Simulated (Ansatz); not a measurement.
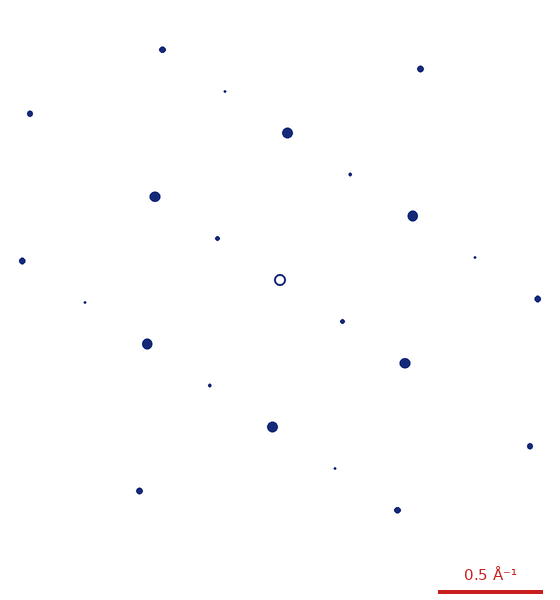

Computed electron diffraction pattern, 80 kV, single scattering only, B = 0.5 Å².

Phase: MgSi3, space group I4/mmm (No. 139), a = 3.91 Å, c = 8.13 Å. Structure: coordinates from a relaxation with Ansatz, DFT PBEsol, scalar-relativistic, plane waves, PAW; the starting structure was generated, so it need not be a known form of this composition.

```cif
data_structure
_symmetry_space_group_name_H-M 'I4/mmm'
_symmetry_Int_Tables_number 139
_cell_length_a 3.9065
_cell_length_b 3.9065
_cell_length_c 8.1261
_cell_angle_alpha 90.000
_cell_angle_beta 90.000
_cell_angle_gamma 90.000
_cell_volume 124.01
loop_
_atom_site_label
_atom_site_type_symbol
_atom_site_symmetry_multiplicity
_atom_site_Wyckoff_symbol
_atom_site_fract_x
_atom_site_fract_y
_atom_site_fract_z
_atom_site_occupancy
Mg1 Mg 2 a 0.00000 0.00000 0.00000 1
Si1 Si 2 b 0.50000 0.50000 0.00000 1
Si2 Si 4 d 0.50000 0.00000 0.25000 1
```

Determine the zone axis from the geometry of the pattern.

Answer. The spots form a rectangular net whose two shortest vectors correspond to d = 2.76 Å and 1.64 Å, 90.0° apart. They index as 1 -1 0 and 1 1 -4 (weak), so the zone axis is [221] (or an equivalent direction of <221>).

Which reflections of this zone are missing, and why?

Answer. The lattice centring (I) removes all reflections that break h + k + l = 2n; reflections such as 3 -3 0 are allowed but too weak to see at this display level.
